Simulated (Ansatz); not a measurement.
Process, species as SMILES: P#P (P2) + 3 [H][H] (H2) → 2 P (PH3)
B3LYP-D3(BJ)/def2-TZVP geometries, fixed; electronic energies without zero-point terms.
Largest species:
```
P
H 1 1.4188
H 1 1.4188 2 93.38
H 1 1.4188 2 93.38 3 93.59
```
Charge 0, spin multiplicity 1.

Basis-set convergence of the energy of full hydrogenation at B2PLYP with Ansatz (an electronic-structure program). Cartesian d functions, on some or all atoms, in 6-31G*, 6-31G**, 6-311G**; all else is spherical. Cores are frozen. No added dispersion term, no relativity. Functions are those of the species that has most. Reference: the value in pcseg-4, -39.64 kcal/mol, itself unsure by roughly 0.09 kcal/mol (its mean distance from aug-pcseg-3, aug-cc-pV(Q+d)Z, cc-pV(5+d)Z). Deviations are taken from unrounded values.

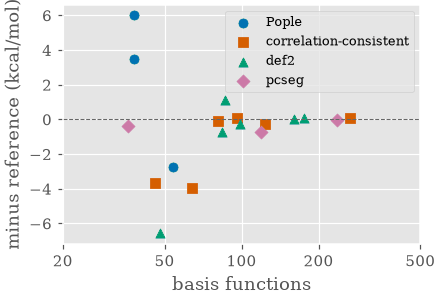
*Deviation from the reference against the number of basis functions, by family of sets.*

```json
[
 {"basis": "pcseg-1", "functions": "36", "energy of full hydrogenation (kcal/mol)": "-40.02", "minus reference (kcal/mol)": "-0.38"},
 {"basis": "6-31G*", "functions": "38", "energy of full hydrogenation (kcal/mol)": "-33.64", "minus reference (kcal/mol)": "6.00"},
 {"basis": "6-31G**", "functions": "38", "energy of full hydrogenation (kcal/mol)": "-36.16", "minus reference (kcal/mol)": "3.48"},
 {"basis": "cc-pV(D+d)Z", "functions": "46", "energy of full hydrogenation (kcal/mol)": "-43.31", "minus reference (kcal/mol)": "-3.67"},
 {"basis": "def2-SVPD", "functions": "48", "energy of full hydrogenation (kcal/mol)": "-46.19", "minus reference (kcal/mol)": "-6.55"},
 {"basis": "6-311G**", "functions": "54", "energy of full hydrogenation (kcal/mol)": "-42.39", "minus reference (kcal/mol)": "-2.75"},
 {"basis": "aug-cc-pV(D+d)Z", "functions": "64", "energy of full hydrogenation (kcal/mol)": "-43.58", "minus reference (kcal/mol)": "-3.94"},
 {"basis": "cc-pV(T+d)Z", "functions": "81", "energy of full hydrogenation (kcal/mol)": "-39.75", "minus reference (kcal/mol)": "-0.11"},
 {"basis": "def2-TZVPP", "functions": "84", "energy of full hydrogenation (kcal/mol)": "-40.35", "minus reference (kcal/mol)": "-0.71"},
 {"basis": "def2-TZVPD", "functions": "86", "energy of full hydrogenation (kcal/mol)": "-38.52", "minus reference (kcal/mol)": "1.12"},
 {"basis": "jun-cc-pV(T+d)Z", "functions": "96", "energy of full hydrogenation (kcal/mol)": "-39.58", "minus reference (kcal/mol)": "0.06"},
 {"basis": "def2-TZVPPD", "functions": "99", "energy of full hydrogenation (kcal/mol)": "-39.91", "minus reference (kcal/mol)": "-0.27"},
 {"basis": "aug-pcseg-2", "functions": "119", "energy of full hydrogenation (kcal/mol)": "-40.35", "minus reference (kcal/mol)": "-0.71"},
 {"basis": "aug-cc-pV(T+d)Z", "functions": "124", "energy of full hydrogenation (kcal/mol)": "-39.91", "minus reference (kcal/mol)": "-0.27"},
 {"basis": "def2-QZVPP", "functions": "160", "energy of full hydrogenation (kcal/mol)": "-39.64", "minus reference (kcal/mol)": "0.00"},
 {"basis": "def2-QZVPPD", "functions": "175", "energy of full hydrogenation (kcal/mol)": "-39.57", "minus reference (kcal/mol)": "0.07"},
 {"basis": "aug-pcseg-3", "functions": "236", "energy of full hydrogenation (kcal/mol)": "-39.67", "minus reference (kcal/mol)": "-0.03"},
 {"basis": "cc-pV(5+d)Z", "functions": "265", "energy of full hydrogenation (kcal/mol)": "-39.57", "minus reference (kcal/mol)": "0.07"}
]
```
